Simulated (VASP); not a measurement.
# Which face does V expose?, part 5 of 6

Aim: compare the low-index faces of V at one level of theory.

VASP 6.6.1; PBE, no spin polarisation; plane waves and PAW (V).

So far. Step 5 (Potential and states of the slab, 7 atoms, face V(110)): The vacuum level lies 4.74 eV above the Fermi level at the upper face; both faces agree, as the slab has next to no dipole. Step 6 (Relaxing the slab, 9 atoms, face V(100)): The run ended after 14 ionic steps, 0.242 eV below its first step, once the forces on the free atoms met EDIFFG = -0.03.

### 7. Vacuum level and density of states, 9 atoms, face V(100)

INCAR reads:

```
SYSTEM = V
PREC = Normal
ENCUT = 320
EDIFF = 1E-06
NELM = 120
ISMEAR = 1
SIGMA = 0.15
LREAL = .FALSE.
ALGO = Fast
GGA = PE
NBANDS = 31
LASPH = .TRUE.
LORBIT = 11
LWAVE = .FALSE.
LCHARG = .TRUE.
KPAR = 4
IDIPOL = 3
LDIPOL = .TRUE.
DIPOL = 0.5 0.5 0.5
LVHAR = .TRUE.
LVACPOTAV = .TRUE.
NEDOS = 1500
```

POSCAR reads:

```
V
1.0
    2.9778361410      0.0000000000      0.0000000000
    0.0000000000      2.9778361410      0.0000000000
    0.0000000000      0.0000000000     26.9113445640
V
9
Direct
    0.0000000000      0.0000000000      0.2848857700
    0.5000000000      0.5000000000      0.3328569775
    0.0000000000      0.0000000000      0.3883024874
    0.5000000000      0.5000000000      0.4452533497
    0.0000000000      0.0000000000      0.5000000000
    0.5000000000      0.5000000000      0.5547466503
    0.0000000000      0.0000000000      0.6116975126
    0.5000000000      0.5000000000      0.6671430225
    0.0000000000      0.0000000000      0.7151142300
```

KPOINTS reads:

```
Automatic mesh
0
Gamma
10 10 1
0 0 0
```

The projector-augmented-wave data sets are V (PBE family, release 64).

Command:

```
$ mpirun -np 4 vasp_std
```

Output:

```text
[... set-up lines as in an earlier step ...]
 entering main loop
       N       E                     dE             d eps       ncg     rms          rms(c)
DAV:   1     0.289997259200E+03    0.29000E+03   -0.11454E+04  1302   0.978E+02
DAV:   2    -0.409367993515E+02   -0.33093E+03   -0.31455E+03  1302   0.287E+02
DAV:   3    -0.910308528086E+02   -0.50094E+02   -0.46345E+02  2183   0.130E+02
DAV:   4    -0.944210903910E+02   -0.33902E+01   -0.33084E+01  1988   0.509E+01
DAV:   5    -0.945470175071E+02   -0.12593E+00   -0.12491E+00  2164   0.710E+00    0.357E+01
RMM:   6    -0.115786479026E+03   -0.21239E+02   -0.17137E+02  2402   0.171E+02    0.487E+01
RMM:   7    -0.866190866140E+02    0.29167E+02   -0.10236E+02  1408   0.109E+02    0.232E+01
RMM:   8    -0.898834369643E+02   -0.32644E+01   -0.14919E+02  1631   0.117E+02    0.243E+01
RMM:   9    -0.798881058747E+02    0.99953E+01   -0.30346E+01  1363   0.612E+01    0.128E+01
RMM:  10    -0.778134383434E+02    0.20747E+01   -0.21414E+01  1923   0.231E+01    0.728E+00
RMM:  11    -0.780974155989E+02   -0.28398E+00   -0.59759E+00  2073   0.945E+00    0.683E+00
RMM:  12    -0.782484313977E+02   -0.15102E+00   -0.17473E+00  2043   0.490E+00    0.700E+00
RMM:  13    -0.783913279139E+02   -0.14290E+00   -0.40954E+00  2078   0.130E+01    0.681E+00
RMM:  14    -0.781027585024E+02    0.28857E+00   -0.17934E+00  1758   0.108E+01    0.496E+00
RMM:  15    -0.778883138522E+02    0.21444E+00   -0.14827E+00  1839   0.847E+00    0.299E+00
RMM:  16    -0.778852004119E+02    0.31134E-02   -0.31207E-01  1837   0.341E+00    0.243E+00
RMM:  17    -0.778687781215E+02    0.16422E-01   -0.11693E-01  1954   0.158E+00    0.165E+00
RMM:  18    -0.778591436730E+02    0.96344E-02   -0.39308E-02  1751   0.128E+00    0.112E+00
RMM:  19    -0.778525386460E+02    0.66050E-02   -0.28814E-02  1909   0.921E-01    0.744E-01
RMM:  20    -0.778531490764E+02   -0.61043E-03   -0.16325E-02  2091   0.480E-01    0.490E-01
RMM:  21    -0.778521837086E+02    0.96537E-03   -0.31920E-03  1670   0.430E-01    0.162E-01
RMM:  22    -0.778523157419E+02   -0.13203E-03   -0.22700E-03  2078   0.169E-01    0.107E-01
RMM:  23    -0.778523950385E+02   -0.79297E-04   -0.98908E-04  1739   0.206E-01    0.844E-02
RMM:  24    -0.778523764556E+02    0.18583E-04   -0.56849E-04  1928   0.113E-01    0.230E-02
RMM:  25    -0.778523984308E+02   -0.21975E-04   -0.23447E-04  1950   0.626E-02    0.187E-02
RMM:  26    -0.778524559667E+02   -0.57536E-04   -0.14662E-04  1968   0.396E-02    0.277E-02
RMM:  27    -0.778525142600E+02   -0.58293E-04   -0.49350E-05  1825   0.306E-02    0.144E-02
RMM:  28    -0.778525404026E+02   -0.26143E-04   -0.65815E-05  1629   0.181E-02    0.114E-02
RMM:  29    -0.778525677311E+02   -0.27329E-04   -0.11672E-05  1249   0.133E-02    0.522E-03
RMM:  30    -0.778525899831E+02   -0.22252E-04   -0.40321E-05  1197   0.138E-02    0.271E-03
RMM:  31    -0.778525943671E+02   -0.43840E-05   -0.24823E-06  1110   0.112E-02    0.373E-03
RMM:  32    -0.778525992151E+02   -0.48480E-05   -0.28764E-05  1082   0.902E-03    0.241E-03
RMM:  33    -0.778526000112E+02   -0.79604E-06    0.11891E-06  1067   0.616E-03
 [... a notice as in an earlier step ...]

   1 F= -.77852600E+02 E0= -.77852117E+02  d E =-.145016E-02
```

Run time: 86 s. Hardware: 4 MPI ranks of AMD EPYC 7R43, shared host; peak memory 0.64 GiB.

Parts of OUTCAR (step 7):

```text
   NELECT =      45.0000    total number of electrons

 E-fermi :   1.4509

 k-point     1 :       0.0000    0.0000    0.0000
  band No.  band energies     occupation
    ...
     10      -1.0201      2.00000
     11      -0.9956      2.00000
     12      -0.9723      2.00000
     13      -0.1794      2.00000
     14       0.7412      2.00000
     15       1.5005      0.47229
     16       1.6704     -0.05849
     17       1.7081     -0.03582
     18       1.7336     -0.02279
     19       1.7530     -0.01526
    ...

  Total       -1.7236616     -1.7236616     -0.3117942      0.0000000     -0.0000000      0.0000000
  in kB      -11.5724574    -11.5724574     -2.0933491      0.0000000     -0.0000000      0.0000000
  external PRESSURE =      -8.4127546 kB  Pullay stress =       0.0000000 kB

 POSITION                                       TOTAL-FORCE (eV/Angst)
 -----------------------------------------------------------------------------------
      0.00000      0.00000      7.66666         0.000000     -0.000000      0.019534
      1.48892      1.48892      8.95763        -0.000000     -0.000000      0.027385
      0.00000      0.00000     10.44974        -0.000000     -0.000000     -0.020012
      1.48892      1.48892     11.98237        -0.000000      0.000000     -0.027171
      0.00000      0.00000     13.45567         0.000000     -0.000000      0.000000
      1.48892      1.48892     14.92898        -0.000000      0.000000      0.027171
      0.00000      0.00000     16.46160         0.000000     -0.000000      0.020012
      1.48892      1.48892     17.95372         0.000000     -0.000000     -0.027385
      0.00000      0.00000     19.24469         0.000000     -0.000000     -0.019534
 -----------------------------------------------------------------------------------
    total drift:                                0.000000      0.000000     -0.000000

  FREE ENERGIE OF THE ION-ELECTRON SYSTEM (eV)
  ---------------------------------------------------
  free  energy   TOTEN  =       -77.8526000112 eV

  energy  without entropy=      -77.8511498516  energy(sigma->0) =      -77.85211662

 vacuum level on the upper side and lower side of the slab         5.158         5.158

[... 8 parts as in an earlier step ...]

[... 10 further parts left out ...]
```

Numbers from this step:

```yaml
electronic_steps: 33
free_energy_toten: -77.8526 eV
energy_at_zero_smearing: -77.8521 eV
fermi_energy: 1.451 eV
vacuum_levels: 5.158, 5.158 eV
work_functions_of_the_upper_and_lower_face: 3.707, 3.707 eV
```

The planar average of the electrostatic potential oscillates, so the rows of the table below give means over windows of 1.57 Å about each position, cut where the curve ends. Its maxima inside the range that stand out by 2 % of the span (Å: eV): 9.6: -5.46, 11.2: -5.01, 12.8: -5.57, 14.1: -5.57, 15.7: -5.01, 17.3: -5.46. Its minima: 7.8: -8.03, 10.4: -7.34, 12.0: -7.29, 13.5: -7.22, 14.9: -7.29, 16.5: -7.34, 19.1: -8.03.

Zero at the Fermi level. Table of planar average of the electrostatic potential by height; means over each step:

```
height (Å)  planar average of the electrostatic potential (eV)
      0.79                                                3.71
      2.35                                                3.71
      3.92                                                3.69
      5.49                                                3.26
      7.06                                               -3.29
      8.63                                               -7.48
     10.20                                               -6.32
     11.77                                               -6.16
     13.34                                               -6.31
     14.91                                               -6.23
     16.48                                               -6.25
     18.05                                               -7.16
     19.62                                               -4.66
     21.19                                                2.99
     22.76                                                3.69
     24.33                                                3.71
     25.90                                                3.71
```

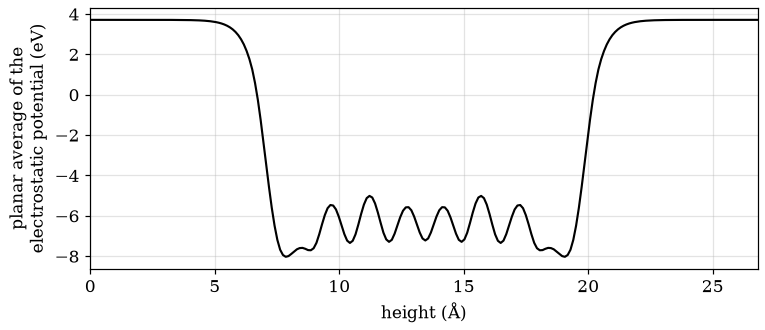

Planar average of the electrostatic potential, plotted against height.

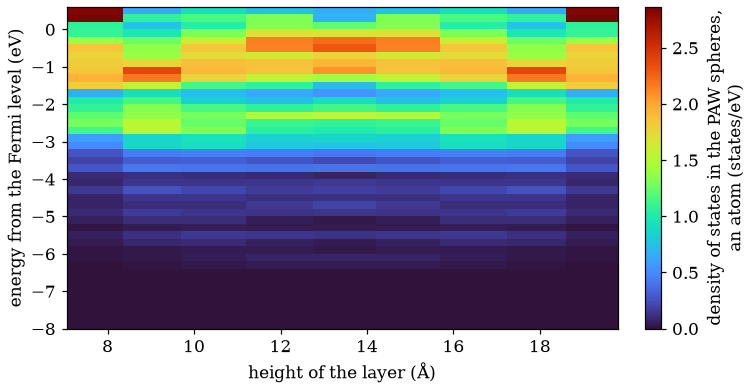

Density of states in the PAW spheres, an atom over height of the layer and energy from the Fermi level.

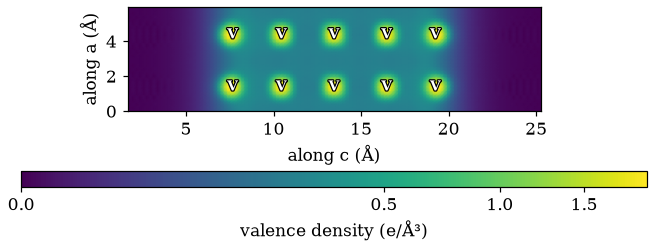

Valence density in the ca plane at fractional y = 0.000, with atoms of V within 0.2 Å of it. It is the smooth field of the valence electrons, not physical close to the nuclei. The map starts off the cell's origin, so that atoms lie inside it. The colour scale is stretched toward low values. The far vacuum is left out of the map.

The map of layer states is cut here 0.5 eV above the Fermi level, so it leaves out the states above that.

The vacuum level lies 3.71 eV above the Fermi level at the upper face; both faces agree, as the slab has next to no dipole.

The program found no field-free point at its default tolerance, but its printed level agrees with the flat part of the planar average.

On this mesh the fine structure of the density of states is sampling noise, and high empty states may be cut by the number of bands.

### 8. Relaxing the slab, 11 atoms, face V(111)

System of this step: V(111). The cell holds 11 atoms: 11 V. Its edges and angles: a = 4.211 Å, b = 4.211 Å, c = 23.596 Å, α = 90.0°, β = 90.0°, γ = 60.0°. It derives from V. 11 layers of bcc V, cut at this functional's lattice. Vacuum lies along c.

INCAR reads:

```
SYSTEM = V
PREC = Normal
ENCUT = 320
EDIFF = 1E-05
NELM = 120
ISMEAR = 1
SIGMA = 0.15
LREAL = .FALSE.
ALGO = Fast
GGA = PE
NBANDS = 38
LASPH = .TRUE.
LORBIT = 11
LWAVE = .FALSE.
LCHARG = .FALSE.
KPAR = 4
IBRION = 2
NSW = 40
ISIF = 2
EDIFFG = -0.03
POTIM = 0.4
MAXMIX = 40
```

POSCAR reads:

```
V
1.0
    4.2112962571      0.0000000000      0.0000000000
    2.1056481286      3.6470895415      0.0000000000
    0.0000000000      0.0000000000     23.5962724880
V
11
Direct
    0.6666666700      0.6666666700      0.3178468100
    0.0000000000      0.0000000000      0.3542774500
    0.3333333300      0.3333333300      0.3907080900
    0.6666666700      0.6666666700      0.4271387300
    0.0000000000      0.0000000000      0.4635693600
    0.3333333300      0.3333333300      0.5000000000
    0.6666666700      0.6666666700      0.5364306400
    0.0000000000      0.0000000000      0.5728612700
    0.3333333300      0.3333333300      0.6092919100
    0.6666666700      0.6666666700      0.6457225500
    0.0000000000      0.0000000000      0.6821531900
```

KPOINTS reads:

```
Automatic mesh
0
Gamma
9 9 1
0 0 0
```

Command:

```
$ mpirun -np 4 vasp_std
```

Output:

```text
[banner, memory and clock lines left out]
running    4 mpi-ranks, on    1 nodes
[...]
LDA part: xc-table for (Slater+PW92), standard interpolation
 POSCAR, INCAR and KPOINTS ok, starting setup
[...]
entering main loop
       N       E                     dE             d eps       ncg     rms          rms(c)
DAV:   1     0.354891310684E+03    0.35489E+03   -0.13623E+04   912   0.916E+02
DAV:   2    -0.484061933175E+02   -0.40330E+03   -0.38428E+03   918   0.282E+02
DAV:   3    -0.111500636506E+03   -0.63094E+02   -0.60244E+02  1548   0.127E+02
DAV:   4    -0.116224326178E+03   -0.47237E+01   -0.46185E+01  1472   0.520E+01
[...]
RMM:   8    -0.856990083772E+02   -0.44281E+01   -0.35693E+01  1331   0.919E+01    0.254E+01
RMM:   9    -0.758658712630E+02    0.98331E+01   -0.33051E+01  1302   0.575E+01    0.100E+01
RMM:  10    -0.769364997088E+02   -0.10706E+01   -0.20303E+01  1575   0.291E+01    0.857E+00
[... 100 further cycles ...]
[...]
|     density mixing parameters otherwise.                                    |
|                                                                             |

   1 F= -.91447729E+02 E0= -.91445732E+02  d E =-.914477E+02
[... from here on, the cycles between the ionic steps are left out ...]
   2 F= -.92844111E+02 E0= -.92842344E+02  d E =-.139638E+01
   3 F= -.93041974E+02 E0= -.93040567E+02  d E =-.159424E+01
   4 F= -.93043418E+02 E0= -.93042164E+02  d E =-.159569E+01
   5 F= -.93090262E+02 E0= -.93090395E+02  d E =-.468444E-01
   6 F= -.93108519E+02 E0= -.93110315E+02  d E =-.651015E-01
   7 F= -.93149213E+02 E0= -.93151820E+02  d E =-.406940E-01
   8 F= -.93174948E+02 E0= -.93178028E+02  d E =-.664290E-01
   9 F= -.93196670E+02 E0= -.93200729E+02  d E =-.217216E-01
  10 F= -.93208063E+02 E0= -.93213038E+02  d E =-.331151E-01
  11 F= -.93215608E+02 E0= -.93220666E+02  d E =-.754475E-02
  12 F= -.93216486E+02 E0= -.93221491E+02  d E =-.842276E-02
  13 F= -.93216509E+02 E0= -.93221502E+02  d E =-.844547E-02
  14 F= -.93217490E+02 E0= -.93222273E+02  d E =-.981229E-03
 trial-energy change:   -0.000981  1 .order   -0.000945   -0.001509   -0.000382
 step:   4.2045(harm=  4.2045)  dis= 0.01156  next Energy=   -93.217519 (dE=-0.101E-02)
 reached required accuracy - stopping structural energy minimisation
```

Elapsed: 12 min, on 4 MPI ranks; peak memory 0.81 GiB; 46 min of CPU time.

From OUTCAR (step 8):

```text
  Total       -0.6783109     -0.6783109     -0.1470512     -0.0000000      0.0000000     -0.0000000
  in kB       -2.9987052     -2.9987052     -0.6500901     -0.0000000      0.0000000     -0.0000000
  external PRESSURE =      -2.2158335 kB  Pullay stress =       0.0000000 kB

 POSITION                                       TOTAL-FORCE (eV/Angst)
 -----------------------------------------------------------------------------------
      4.21130      2.43139      7.81652         0.000000      0.000000     -0.000651
      0.00000      0.00000      8.47773         0.000000     -0.000000      0.018028
      2.10565      1.21570      9.17451         0.000000     -0.000000      0.020708
      4.21130      2.43139     10.11594         0.000000      0.000000     -0.020693
      0.00000      0.00000     10.94767        -0.000000     -0.000000     -0.024261
      2.10565      1.21570     11.79814         0.000000      0.000000      0.000000
      4.21130      2.43139     12.64860         0.000000     -0.000000      0.024261
      6.31694      3.64709     13.48034        -0.000000     -0.000000      0.020693
      2.10565      1.21570     14.42177        -0.000000     -0.000000     -0.020708
      4.21130      2.43139     15.11854        -0.000000     -0.000000     -0.018028
      0.00000      0.00000     15.77975        -0.000000     -0.000000      0.000651
 -----------------------------------------------------------------------------------
    total drift:                               -0.000001     -0.000000      0.000000

  FREE ENERGIE OF THE ION-ELECTRON SYSTEM (eV)
  ---------------------------------------------------
  free  energy   TOTEN  =       -93.2174899644 eV

  energy  without entropy=      -93.2318387011  energy(sigma->0) =      -93.22227288

[... 1 part as in an earlier step ...]

[... 3 further parts left out ...]
[key lines of the parts left out:]
E-fermi :   0.3341
```

The run keeps the 12 symmetry operations of its start, so it cannot find a distortion of lower symmetry.

(Part 5 of 6 ends here.)

[Lines on the potential files, build, host, timing and source positions are cut from VASP's logs without a mark.]

[Logs are printed without paths, hosts, clocks, repeated set-up lines and the standing remarks that a program may print on its own settings, such as how far it seeks lower states.]

[Hosts, paths, dates, database ids (printed as entryN), source tags and the programs' standing remarks are cut or masked in the printed files.]

[Runs that stopped without an error message from VASP are left out.]
